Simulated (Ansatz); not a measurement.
## CBF5: molecular dynamics (part 3 of 3)

The same run, continued: CBF5; RKS BLYP/6-31G* (Ansatz 0.2.0). The geometry comes from this level: PBE0-D4/def2-TZVP.

Geometry of the input (Å):
```
F  1.2428  -1.3889  0.6657
B  0.0824  -0.8835  0.3490
F  -1.0078  -1.5814  0.5187
C  -0.0276  0.6098  -0.2570
F  -0.5944  0.5851  -1.4739
F  -0.7943  1.3831  0.5285
F  1.1601  1.2078  -0.3768
```

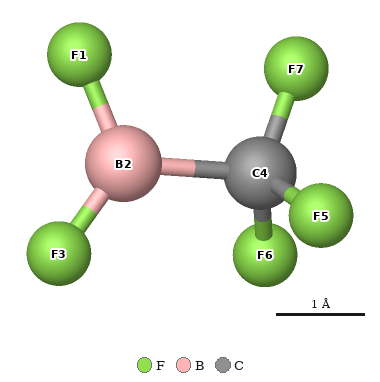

Figure 1. The geometry at step 41 of the log (ball-and-stick view, seen at a tilt; atoms are numbered from 1 in the order of the input).

Trajectory as extended XYZ, continued:
```
7
Properties=species:S:1:pos:R:3:forces:R:3 step=31 time_fs=15.5 energy=-15298.40831 temperature=332.2
F     1.2529   -1.3358    0.5955   -0.7777   0.0476  -0.2902
B     0.0214   -0.8618    0.2880    2.6127  -0.0300   0.7447
F    -1.0119   -1.5776    0.5742   -1.4365  -0.8061   0.1126
C    -0.0328    0.6077   -0.2721   -0.1171   0.2440   0.2775
F    -0.6115    0.5190   -1.5451    0.5945   0.8314   0.5961
F    -0.8078    1.3999    0.5593   -0.0291  -0.1160  -0.6862
F     1.2228    1.1892   -0.2775   -0.8468  -0.1710  -0.7545
7
Properties=species:S:1:pos:R:3:forces:R:3 step=32 time_fs=16.0 energy=-15298.39886 temperature=317.7
F     1.2546   -1.3347    0.5933   -0.8262   0.0257  -0.2807
B     0.0195   -0.8647    0.2892    2.7265   0.2024   0.6476
F    -1.0131   -1.5778    0.5758   -1.4888  -0.8617   0.1398
C    -0.0303    0.6112   -0.2745   -0.2531  -0.0161   0.4261
F    -0.6116    0.5177   -1.5469    0.6223   0.8788   0.6014
F    -0.8095    1.4009    0.5605    0.0243  -0.1216  -0.7487
F     1.2236    1.1880   -0.2752   -0.8051  -0.1074  -0.7854
7
Properties=species:S:1:pos:R:3:forces:R:3 step=33 time_fs=16.5 energy=-15298.38926 temperature=303.0
F     1.2563   -1.3336    0.5910   -0.8566  -0.0024  -0.2663
B     0.0182   -0.8675    0.2905    2.7923   0.4170   0.5534
F    -1.0145   -1.5781    0.5773   -1.5134  -0.8994   0.1603
C    -0.0279    0.6148   -0.2768   -0.3894  -0.2732   0.5692
F    -0.6116    0.5165   -1.5487    0.6487   0.9241   0.6062
F    -0.8112    1.4019    0.5615    0.0755  -0.1254  -0.8076
F     1.2243    1.1867   -0.2731   -0.7571  -0.0407  -0.8151
7
Properties=species:S:1:pos:R:3:forces:R:3 step=34 time_fs=17.0 energy=-15298.37992 temperature=288.7
F     1.2578   -1.3325    0.5887   -0.8693  -0.0361  -0.2476
B     0.0175   -0.8702    0.2919    2.8074   0.6092   0.4643
F    -1.0161   -1.5785    0.5789   -1.5077  -0.9173   0.1733
C    -0.0256    0.6183   -0.2790   -0.5247  -0.5229   0.7050
F    -0.6116    0.5154   -1.5504    0.6739   0.9667   0.6112
F    -0.8129    1.4029    0.5625    0.1243  -0.1280  -0.8628
F     1.2249    1.1855   -0.2711   -0.7039   0.0283  -0.8433
7
Properties=species:S:1:pos:R:3:forces:R:3 step=35 time_fs=17.5 energy=-15298.37124 temperature=275.4
F     1.2592   -1.3314    0.5863   -0.8645  -0.0747  -0.2249
B     0.0175   -0.8727    0.2935    2.7700   0.7757   0.3819
F    -1.0179   -1.5791    0.5805   -1.4699  -0.9142   0.1781
C    -0.0233    0.6216   -0.2811   -0.6572  -0.7616   0.8319
F    -0.6114    0.5145   -1.5520    0.6978   1.0062   0.6168
F    -0.8146    1.4039    0.5633    0.1706  -0.1297  -0.9142
F     1.2254    1.1842   -0.2691   -0.6467   0.0983  -0.8696
7
Properties=species:S:1:pos:R:3:forces:R:3 step=36 time_fs=18.0 energy=-15298.36348 temperature=263.5
F     1.2605   -1.3303    0.5840   -0.8426  -0.1179  -0.1986
B     0.0180   -0.8751    0.2951    2.6799   0.9145   0.3074
F    -1.0198   -1.5797    0.5822   -1.3997  -0.8898   0.1746
C    -0.0212    0.6249   -0.2830   -0.7855  -0.9862   0.9487
F    -0.6112    0.5136   -1.5536    0.7203   1.0421   0.6235
F    -0.8162    1.4048    0.5640    0.2144  -0.1312  -0.9617
F     1.2258    1.1830   -0.2673   -0.5869   0.1684  -0.8939
7
Properties=species:S:1:pos:R:3:forces:R:3 step=37 time_fs=18.5 energy=-15298.35683 temperature=253.4
F     1.2617   -1.3293    0.5816   -0.8041  -0.1650  -0.1692
B     0.0192   -0.8773    0.2968    2.5383   1.0248   0.2413
F    -1.0220   -1.5805    0.5838   -1.2978  -0.8448   0.1629
C    -0.0193    0.6279   -0.2847   -0.9076  -1.1938   1.0542
F    -0.6109    0.5130   -1.5550    0.7415   1.0742   0.6318
F    -0.8178    1.4057    0.5646    0.2556  -0.1329  -1.0052
F     1.2262    1.1818   -0.2656   -0.5258   0.2374  -0.9158
7
Properties=species:S:1:pos:R:3:forces:R:3 step=38 time_fs=19.0 energy=-15298.35137 temperature=245.0
F     1.2628   -1.3282    0.5791   -0.7495  -0.2155  -0.1370
B     0.0209   -0.8793    0.2986    2.3476   1.1071   0.1837
F    -1.0243   -1.5814    0.5855   -1.1662  -0.7805   0.1436
C    -0.0175    0.6307   -0.2862   -1.0220  -1.3821   1.1476
F    -0.6105    0.5124   -1.5564    0.7611   1.1019   0.6420
F    -0.8194    1.4066    0.5651    0.2941  -0.1351  -1.0446
F     1.2265    1.1806   -0.2640   -0.4650   0.3042  -0.9352
7
Properties=species:S:1:pos:R:3:forces:R:3 step=39 time_fs=19.5 energy=-15298.34705 temperature=238.5
F     1.2638   -1.3272    0.5767   -0.6796  -0.2691  -0.1023
B     0.0232   -0.8810    0.3003    2.1117   1.1628   0.1343
F    -1.0267   -1.5824    0.5872   -1.0080  -0.6990   0.1173
C    -0.0159    0.6332   -0.2874   -1.1268  -1.5491   1.2282
F    -0.6100    0.5120   -1.5577    0.7792   1.1250   0.6544
F    -0.8210    1.4075    0.5655    0.3298  -0.1382  -1.0800
F     1.2267    1.1795   -0.2625   -0.4062   0.3675  -0.9519
7
Properties=species:S:1:pos:R:3:forces:R:3 step=40 time_fs=20.0 energy=-15298.34376 temperature=233.5
F     1.2647   -1.3262    0.5742   -0.5956  -0.3252  -0.0658
B     0.0259   -0.8824    0.3022    1.8356   1.1940   0.0927
F    -1.0293   -1.5834    0.5889   -0.8270  -0.6029   0.0853
C    -0.0146    0.6354   -0.2884   -1.2204  -1.6933   1.2955
F    -0.6094    0.5117   -1.5589    0.7956   1.1434   0.6691
F    -0.8225    1.4084    0.5657    0.3626  -0.1424  -1.1112
F     1.2268    1.1784   -0.2612   -0.3508   0.4265  -0.9656
7
Properties=species:S:1:pos:R:3:forces:R:3 step=41 time_fs=20.5 energy=-15298.34131 temperature=229.8
F     1.2656   -1.3253    0.5718   -0.4986  -0.3833  -0.0276
B     0.0291   -0.8836    0.3040    1.5255   1.2033   0.0580
F    -1.0320   -1.5846    0.5906   -0.6278  -0.4954   0.0488
C    -0.0135    0.6373   -0.2892   -1.3013  -1.8132   1.3492
F    -0.6087    0.5116   -1.5600    0.8103   1.1567   0.6862
F    -0.8240    1.4092    0.5657    0.3924  -0.1479  -1.1382
F     1.2270    1.1774   -0.2600   -0.3005   0.4799  -0.9764
7
Properties=species:S:1:pos:R:3:forces:R:3 step=42 time_fs=21.0 energy=-15298.33950 temperature=227.1
F     1.2664   -1.3244    0.5693   -0.3905  -0.4429   0.0115
B     0.0325   -0.8845    0.3059    1.1883   1.1935   0.0295
F    -1.0347   -1.5858    0.5923   -0.4153  -0.3794   0.0090
C    -0.0127    0.6388   -0.2897   -1.3681  -1.9080   1.3891
F    -0.6079    0.5116   -1.5611    0.8231   1.1649   0.7059
F    -0.8254    1.4101    0.5657    0.4191  -0.1549  -1.1609
F     1.2270    1.1764   -0.2589   -0.2567   0.5268  -0.9841
7
Properties=species:S:1:pos:R:3:forces:R:3 step=43 time_fs=21.5 energy=-15298.33815 temperature=225.2
F     1.2671   -1.3235    0.5669   -0.2731  -0.5032   0.0510
B     0.0363   -0.8852    0.3077    0.8313   1.1673   0.0063
F    -1.0375   -1.5871    0.5941   -0.1944  -0.2581  -0.0326
C    -0.0121    0.6400   -0.2899   -1.4197  -1.9768   1.4152
F    -0.6070    0.5118   -1.5620    0.8339   1.1678   0.7279
F    -0.8267    1.4109    0.5654    0.4426  -0.1634  -1.1792
F     1.2271    1.1755   -0.2579   -0.2206   0.5664  -0.9886
7
Properties=species:S:1:pos:R:3:forces:R:3 step=44 time_fs=22.0 energy=-15298.33713 temperature=223.7
F     1.2678   -1.3228    0.5644   -0.1491  -0.5635   0.0904
B     0.0402   -0.8856    0.3096    0.4622   1.1273  -0.0122
F    -1.0404   -1.5883    0.5958    0.0299  -0.1345  -0.0749
C    -0.0118    0.6407   -0.2898   -1.4551  -2.0193   1.4274
F    -0.6060    0.5121   -1.5629    0.8426   1.1654   0.7524
F    -0.8280    1.4117    0.5651    0.4628  -0.1735  -1.1932
F     1.2271    1.1746   -0.2570   -0.1933   0.5980  -0.9899
7
Properties=species:S:1:pos:R:3:forces:R:3 step=45 time_fs=22.5 energy=-15298.33635 temperature=222.7
F     1.2685   -1.3221    0.5620   -0.0213  -0.6229   0.1290
B     0.0443   -0.8857    0.3115    0.0889   1.0756  -0.0264
F    -1.0432   -1.5897    0.5975    0.2532  -0.0112  -0.1168
C    -0.0118    0.6410   -0.2894   -1.4738  -2.0352   1.4258
F    -0.6049    0.5126   -1.5637    0.8491   1.1578   0.7790
F    -0.8293    1.4125    0.5645    0.4795  -0.1851  -1.2028
F     1.2271    1.1739   -0.2563   -0.1756   0.6209  -0.9878
7
Properties=species:S:1:pos:R:3:forces:R:3 step=46 time_fs=23.0 energy=-15298.33581 temperature=222.0
F     1.2691   -1.3214    0.5595    0.1071  -0.6803   0.1662
B     0.0483   -0.8856    0.3133   -0.2808   1.0138  -0.0368
F    -1.0460   -1.5910    0.5992    0.4715   0.1095  -0.1573
C    -0.0121    0.6409   -0.2888   -1.4756  -2.0246   1.4106
F    -0.6036    0.5132   -1.5643    0.8532   1.1448   0.8075
F    -0.8305    1.4132    0.5638    0.4926  -0.1980  -1.2078
F     1.2271    1.1732   -0.2557   -0.1681   0.6349  -0.9824
7
Properties=species:S:1:pos:R:3:forces:R:3 step=47 time_fs=23.5 energy=-15298.33559 temperature=221.8
F     1.2698   -1.3209    0.5571    0.2325  -0.7346   0.2011
B     0.0523   -0.8853    0.3152   -0.6393   0.9430  -0.0434
F    -1.0488   -1.5923    0.6009    0.6812   0.2256  -0.1956
C    -0.0128    0.6404   -0.2878   -1.4603  -1.9879   1.3822
F    -0.6023    0.5140   -1.5649    0.8549   1.1267   0.8377
F    -0.8316    1.4140    0.5630    0.5021  -0.2123  -1.2083
F     1.2271    1.1726   -0.2552   -0.1710   0.6395  -0.9736
7
Properties=species:S:1:pos:R:3:forces:R:3 step=48 time_fs=24.0 energy=-15298.33582 temperature=222.4
F     1.2705   -1.3204    0.5547    0.3510  -0.7845   0.2331
B     0.0562   -0.8848    0.3170   -0.9796   0.8639  -0.0461
F    -1.0514   -1.5935    0.6026    0.8795   0.3356  -0.2311
C    -0.0137    0.6395   -0.2866   -1.4285  -1.9257   1.3406
F    -0.6008    0.5149   -1.5654    0.8540   1.1035   0.8691
F    -0.8327    1.4147    0.5620    0.5079  -0.2275  -1.2042
F     1.2270    1.1721   -0.2548   -0.1842   0.6348  -0.9614
7
Properties=species:S:1:pos:R:3:forces:R:3 step=49 time_fs=24.5 energy=-15298.33668 temperature=223.9
F     1.2713   -1.3201    0.5524    0.4587  -0.8289   0.2616
B     0.0598   -0.8840    0.3188   -1.2950   0.7767  -0.0449
F    -1.0540   -1.5948    0.6042    1.0642   0.4384  -0.2634
C    -0.0149    0.6383   -0.2851   -1.3807  -1.8388   1.2865
F    -0.5993    0.5159   -1.5657    0.8505   1.0754   0.9014
F    -0.8337    1.4153    0.5609    0.5097  -0.2436  -1.1954
F     1.2269    1.1716   -0.2546   -0.2074   0.6208  -0.9458
7
Properties=species:S:1:pos:R:3:forces:R:3 step=50 time_fs=25.0 energy=-15298.33837 temperature=226.7
F     1.2721   -1.3199    0.5500    0.5519  -0.8664   0.2858
B     0.0632   -0.8831    0.3207   -1.5795   0.6813  -0.0393
F    -1.0564   -1.5959    0.6058    1.2335   0.5332  -0.2921
C    -0.0163    0.6366   -0.2834   -1.3179  -1.7284   1.2202
F    -0.5976    0.5171   -1.5659    0.8442   1.0426   0.9342
F    -0.8346    1.4160    0.5596    0.5077  -0.2602  -1.1819
F     1.2268    1.1712   -0.2545   -0.2399   0.5979  -0.9268
```

Key numbers:

| quantity | value |
| --- | --- |
| outcome | finished |
| mean temperature over the second half | 277 K |
| trajectory | 50 steps, 25 fs |
| ensemble | nvt_nose_hoover |
| temperature in the input | 500 K |
| time step | 0.5 fs |
| potential energy (last step) | −15298.3386 eV |
| SCF solution under orbital rotations (last step) | stable |
| largest force (length of the vector) (last step) | 2.493 eV/Å |
| dipole moment (last step) | 0.72 D |
| hardware | 4 threads of Arm Neoverse V2, 23 GiB of memory available, shared host |
| wall time | 40 s (CPU time 2.5 min) |
| peak memory | 0.4 GiB |

So short a trajectory is not equilibrated. The temperature stays far from the 500 K of the thermostat over the second half: the run isn't equilibrated.
